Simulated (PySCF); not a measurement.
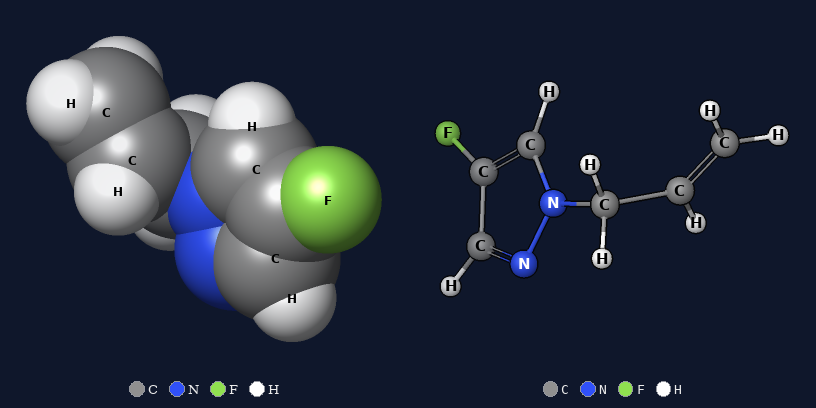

Two views of one molecule.

The geometry was computed by an optimisation with GFN2-xTB. No frequency run is at hand to confirm it as a minimum.

Question: Give the formula.

Answer: C₆H₇FN₂, 16 atoms: 6 carbon, 7 hydrogen, 1 fluorine and 2 nitrogen.

Question: Name functional groups in it.

Answer: Among them: alkene, C–F bond.

Question: Give a SMILES string for it.

Answer: C=CCn1cc(F)cn1

Question: How many bonds of each kind are drawn?

Answer: 7 C–H, 4 C–C, 3 C–N, 1 C–F, 1 N–N.

More results for the same structure follow; atom numbers are the same in all pictures, views and colours differ.

### Symmetry

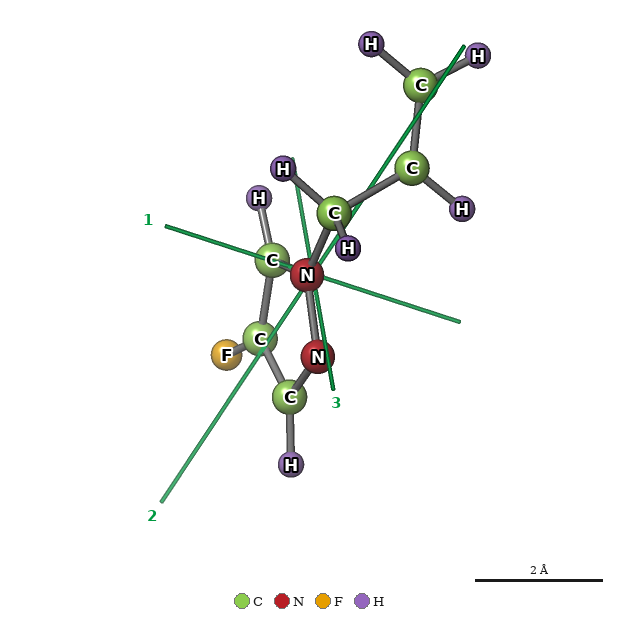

The three principal axes of inertia are drawn and numbered. Depth is shown by fading: the farther an atom, the more it takes the colour of the background. No frequency run is at hand to confirm it as a minimum. Masses are those of the most abundant isotopes; constants are for the rigid equilibrium geometry.

Question: Which line is the a axis (least moment of inertia), which b and which c?

Answer: a is line 2, b is line 3, c is line 1; the moments are 123, 551, 634 u Å².

Question: Classify the rotor and give the rotational constants (MHz).

Answer: An asymmetric top (C1): A = 4118, B = 918, C = 797 MHz. Ray's parameter κ is −0.93, close to the prolate limit.

### NMR shielding

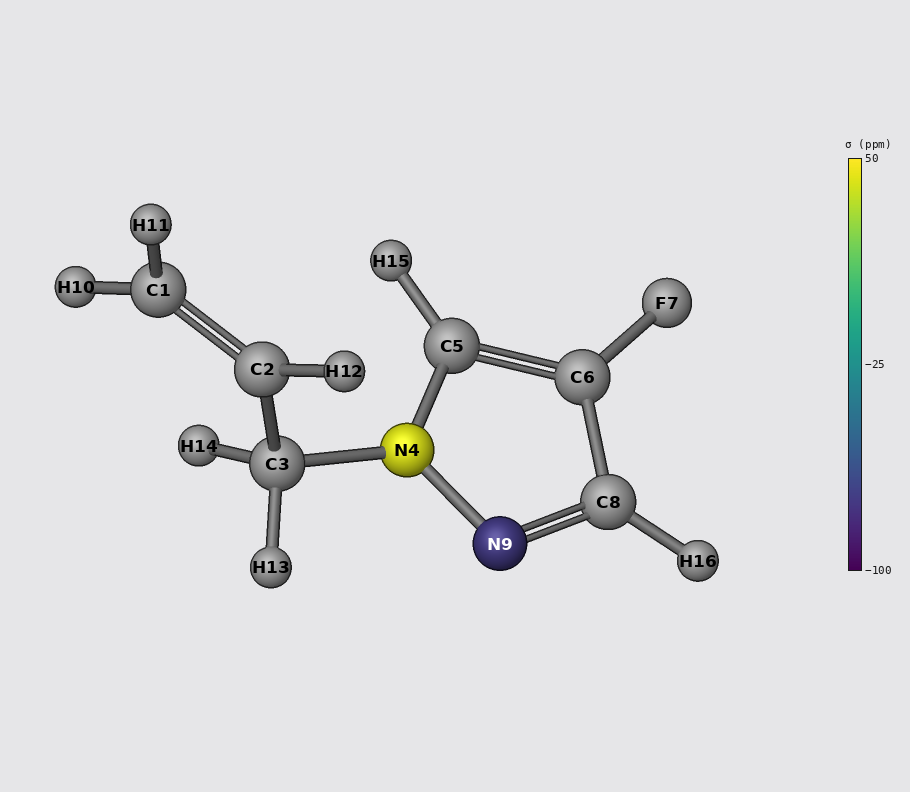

Atoms are coloured by their isotropic NMR shieldings (N only, the others grey). No frequency run is at hand to confirm it as a minimum. Method: GIAO PBE0/pcSseg-1 NMR shielding, non-relativistic, gas phase (PySCF 2.14.0).

List the isotropic NMR shieldings of the N atoms.

```
atom  σ (ppm)
  N4     41.8
  N9    −74.2
```

### Ring current

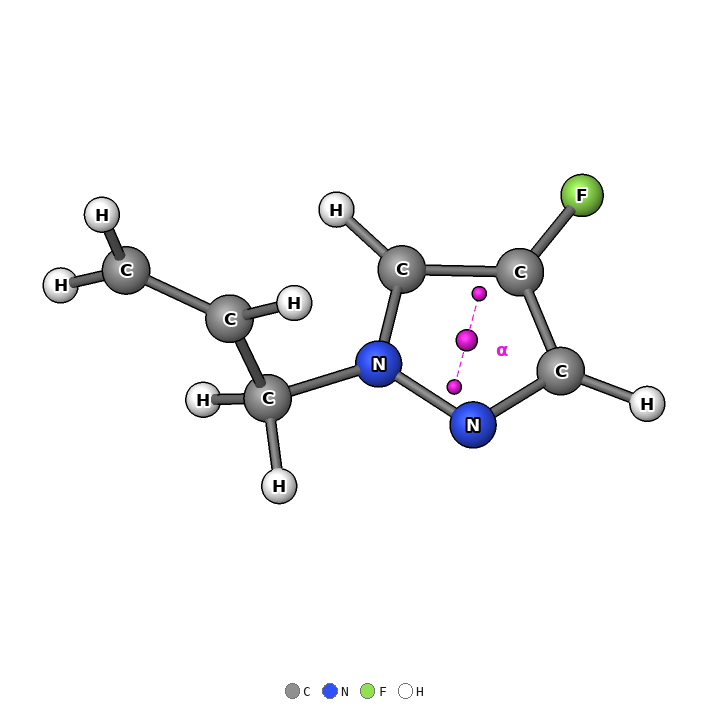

The small points mark where nucleus-independent chemical shifts (NICS) were computed: at the centre of each lettered ring and 1 Å above and below it. No frequency run is at hand to confirm it as a minimum. Level of theory: GIAO PBE0/pcSseg-1 NMR shielding, non-relativistic, gas phase (PySCF 2.14.0).

Give NICS(0), NICS(1) and the out-of-plane component NICS(1)zz for each ring (means of the two sides).

```csv
ring,members,NICS(0),NICS(1),NICS(1)zz
α,C3N2,−15.2,−11.5,−29.2
```

Values in ppm.

Question: What do the values say about the ring currents?

Answer: Ring α: diatropic, as in an aromatic ring. NICS is one index among several.

### Charges

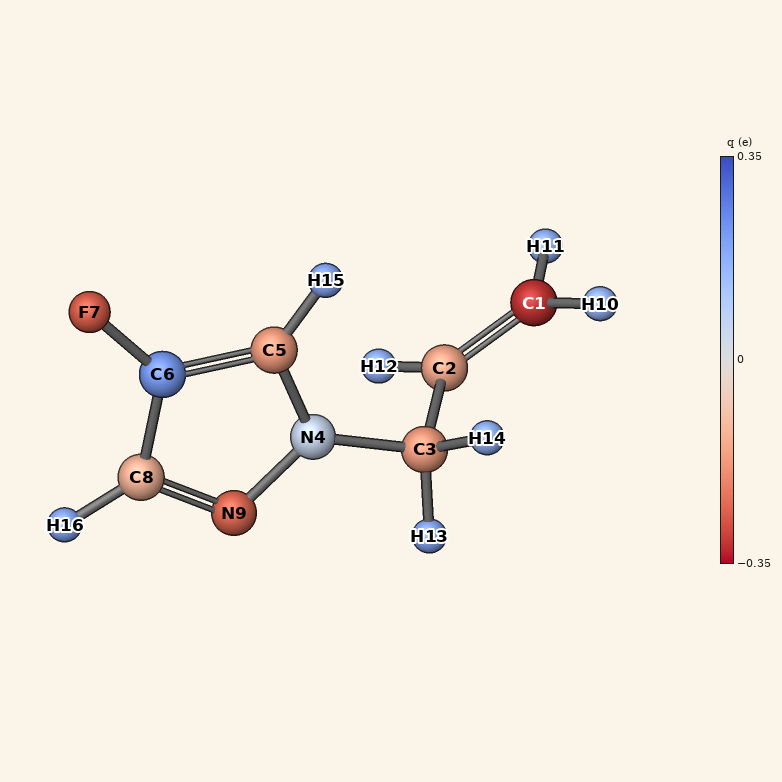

Atoms are coloured by their IAO charges. No frequency run is at hand to confirm it as a minimum. Level of theory: PBE0/pcSseg-1, gas phase (PySCF 2.14.0).

Question: Which atom carries the highest charge (most positive or least negative)?

Answer: C6 (0.21 e).

Question: And the lowest?

Answer: C1 (−0.31 e).

List the IAO charges.

```tsv
atom	value (e)
C1	−0.31
C2	−0.14
C3	−0.16
N4	0.05
C5	−0.16
C6	0.21
F7	−0.26
C8	−0.12
N9	−0.25
H10	0.15
H11	0.16
H12	0.16
H13	0.18
H14	0.15
H15	0.18
H16	0.17
```

### Quadrupole coupling

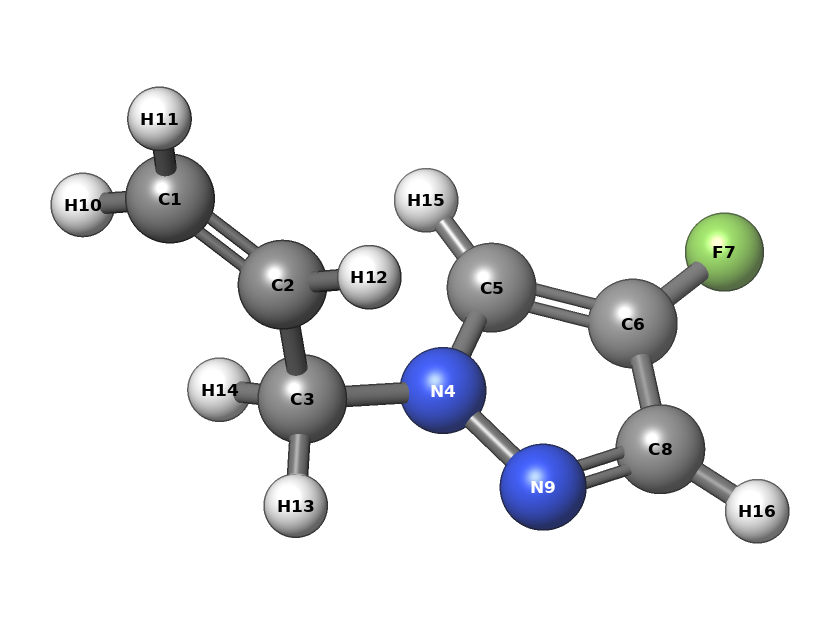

No frequency run is at hand to confirm it as a minimum. Electric field gradients from the ground-state density, PBE0/pcSseg-1 (PySCF 2.14.0), non-relativistic apart from any core potentials.

Give the largest field-gradient component, the quadrupole coupling constant and the asymmetry for 14N at N4 (Q = 20.44 mb), 14N at N9 (Q = 20.44 mb), 2H at H10 (Q = 2.86 mb), 2H at H11 (Q = 2.86 mb).

```json
{"atom": "N4", "V_zz (a.u.)": "−0.715", "e²qQ/h (MHz)": "−3.43", "η": "0.34"}
{"atom": "N9", "V_zz (a.u.)": "−1.014", "e²qQ/h (MHz)": "−4.87", "η": "0.59"}
{"atom": "H10", "V_zz (a.u.)": "0.334", "e²qQ/h (MHz)": "0.225", "η": "0.05"}
{"atom": "H11", "V_zz (a.u.)": "0.338", "e²qQ/h (MHz)": "0.227", "η": "0.05"}
```
